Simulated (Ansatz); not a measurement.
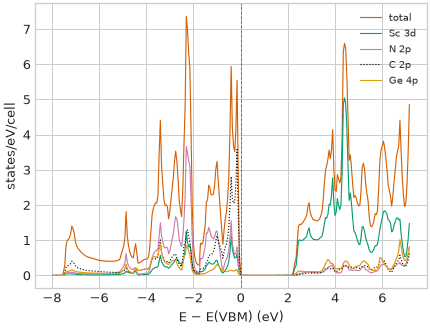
Figure: Total and projected density of states of ScGeCN in space group P3m1 (No. 156; Sc on 1b, Ge on 1c, C on 1b, N on 1c), DFT-PBE in the program Ansatz with PAW potentials

### Question
Which orbitals carry the states next to the gap?

### Answer
Top 1 eV of the valence band: C 2p 52 %, N 2p 24 %, Sc 3d 14 %, Ge 4p 5 %. Bottom 1 eV of the conduction band: Sc 3d 66 %, Ge 4p 7 %, Ge 4s 6 %, outside the projected shells 7 %. Projections are on Löwdin-orthogonalised atomic valence shells; empty p or d shells of many metals are not among them.

### Question
Where is the tallest occupied peak in this window, and what makes it?

### Answer
Near -2.3 eV, about 7.4 states/eV per cell; the largest projected share is N 2p.

The start of the workflow was typed in or built on a structure type; neither database checked (COD, Materials Project) lists it. Whether it is the stable phase at ambient conditions was not checked. The PBE relaxation kept the symmetry of its start; whether a distortion lowers the energy is not shown. No spin polarisation was allowed. Scalar-relativistic: spin–orbit coupling is off unless named, which matters more the heavier the elements.

Potentials: the earlier of the program's two PAW sets.
